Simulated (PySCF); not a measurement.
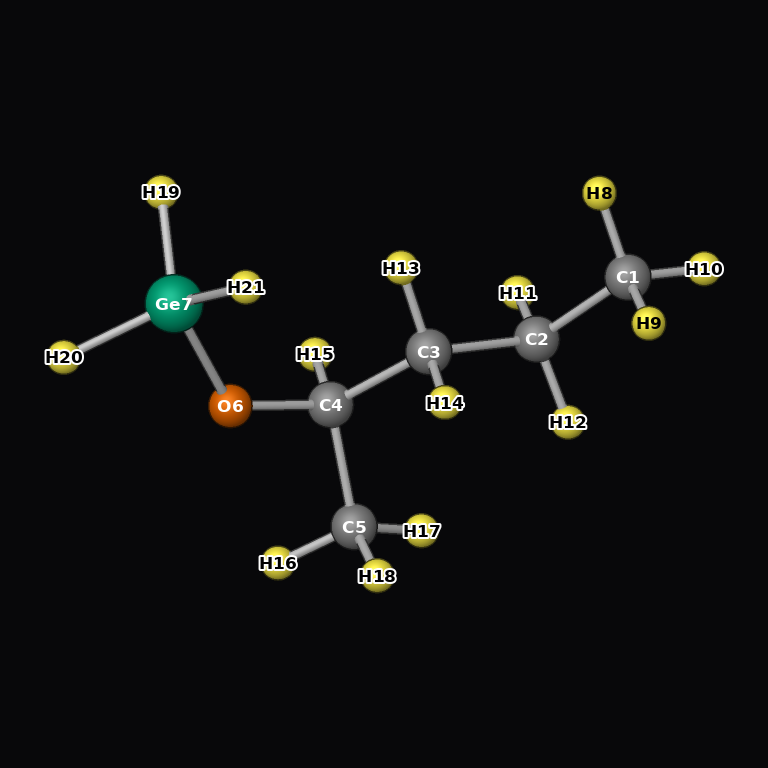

The questions are on isotropic NMR shieldings of the C atoms. Computed geometry: GFN2-xTB optimisation. No frequency run is at hand to confirm it as a minimum. Properties computed with GIAO PBE0/pcSseg-1 NMR shielding, non-relativistic, gas phase (PySCF 2.14.0).

Give the isotropic NMR shieldings of the C atoms atom by atom.

```tsv
atom	σ (ppm)
C1	169.8
C2	162.8
C3	139.9
C4	110.5
C5	161.3
```

The geometry is semi-empirical. Around Ge such bond lengths and angles can be off by a tenth of an ångström or more and by several degrees, and values that hang on the shape move with them.
